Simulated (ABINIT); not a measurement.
Band structure of C₃N₄ (P-43m, 7 atoms in the cell).

```
C3N4
1.0
    3.45676     0.00000     0.00000
    0.00000     3.45676     0.00000
    0.00000     0.00000     3.45676
C N
3 4
Direct
  0.00000   0.00000   0.50000
  0.50000   0.00000   0.00000
  0.00000   0.50000   0.00000
  0.24569   0.24569   0.75431
  0.24569   0.75431   0.24569
  0.75431   0.75431   0.75431
  0.75431   0.24569   0.24569
```

Method of the run: PBEsol, PAW (JTH v2.0 PBE PAW, files made for PBE) (plane waves; ABINIT).

Settings: pseudos = [C.GGA_PBE-JTH.xml, N.GGA_PBE-JTH.xml]; ecut = 26 Ha; pawecutdg = 52 Ha; pawxcdev = 0; ixc = -116133; occopt = 1; ngkpt = 10 10 10; nshiftk = 1; shiftk = 0 0 0; potentials = JTH v2.0 PBE PAW; kptopt = 1; nstep = 60; tolvrs1 = 1e-11.

The starting cell comes from a database of computed structures (which also holds hypothetical and non-ambient phases and stackings), without a prior relaxation at this level. The potentials were made for another functional than the one used.

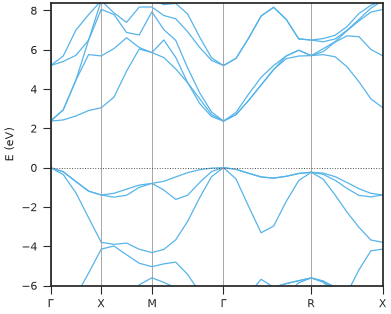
Figure. Bands along the path, energies from the top of the valence band on the SCF mesh.

### Question
Read off roughly the gap and where its edges lie.

### Answer
The gap along the path is about 2.4 eV (computed: 2.37 eV), direct at Γ to within 0.01 eV.

Levels in eV from the top of the valence band on the SCF mesh, bands 13 to 20:
| point | 13 | 14 | 15 | 16 | 17 | 18 | 19 | 20 |
|---|---|---|---|---|---|---|---|---|
| Γ | -6.44 | 0.00 | 0.00 | 0.00 | 2.37 | 2.37 | 2.37 | 5.20 |
| X | -4.15 | -3.80 | -1.39 | -1.39 | 3.05 | 5.69 | 8.06 | 8.50 |
| M | -5.04 | -4.32 | -0.80 | -0.80 | 5.86 | 5.86 | 7.93 | 8.18 |
| R | -5.61 | -0.23 | -0.23 | -0.23 | 5.70 | 5.70 | 5.70 | 6.49 |
